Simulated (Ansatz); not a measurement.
The figure comes from a scan of AlN (wurtzite): volume and axial ratio are varied about the relaxed values (subscript 0). Calculation: PBE (plane waves to 420 eV, PAW, scalar-relativistic; Ansatz, a program for electronic structure). k mesh 12×12×7 (Γ-centred), Fermi-Dirac smearing 0.05 eV. Stress and pressure are positive under compression. As the atoms are clamped, bonds stretch with the cell, which overstates energies and stresses. AlN was relaxed with its symmetry unable to fall. The PAW data are Ansatz's earlier set. 

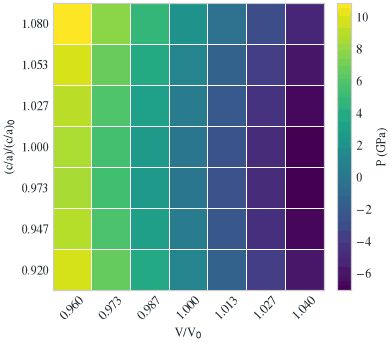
Figure. P (GPa), one tile a computed point.

Q: List the plotted points as numbers.

A: To the nearest 2:

P (GPa), with V/V₀ across and (c/a)/(c/a)₀ down:

```tsv
(c/a)/(c/a)₀ \ V/V₀	0.960	0.973	0.987	1.000	1.013	1.027	1.040
0.920	10	6	4	2	-2	-4	-6
0.947	8	6	2	0	-2	-4	-6
0.973	8	6	2	0	-2	-4	-8
1.000	8	6	2	0	-2	-4	-8
1.027	10	6	4	0	-2	-4	-6
1.053	10	6	4	2	-2	-4	-6
1.080	10	8	4	2	0	-2	-6
```

(A scan under strain: stresses follow from slopes of the energy per volume, elastic moduli from its curvatures.)
